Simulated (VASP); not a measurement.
```
InSb
1.0
    0.00000     3.26051     3.26051
    3.26051     0.00000     3.26051
    3.26051     3.26051     0.00000
In Sb
1 1
Cartesian
  3.26051   0.00000   3.26051
  1.63026   1.63026   1.63026
```

Method: SCAN meta-GGA, VASP's PBE PAW potentials (set 64) (plane waves; VASP). Run with 520 eV cut-off, 11×11×11 Γ-centred mesh, tetrahedra with Blöchl corrections, potentials In_d Sb.

Unless said otherwise, spin-orbit coupling is left out, though it shifts the bands of the heavy elements here.

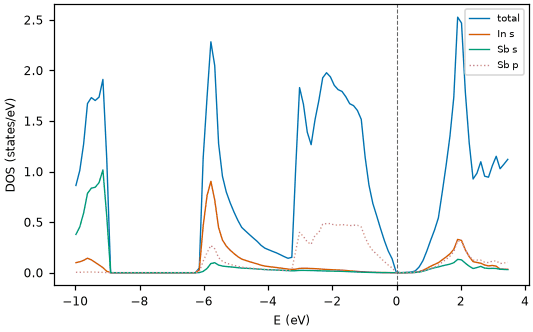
Fig. 1. Total and projected density of states, zero at the Fermi level

Within 2 eV below the Fermi level the largest weight inside VASP's projection spheres is Sb p, then In p.

It has no gap at this level: it comes out as a metal or semimetal.

The compound is InSb in the zinc blende structure. It was relaxed first.
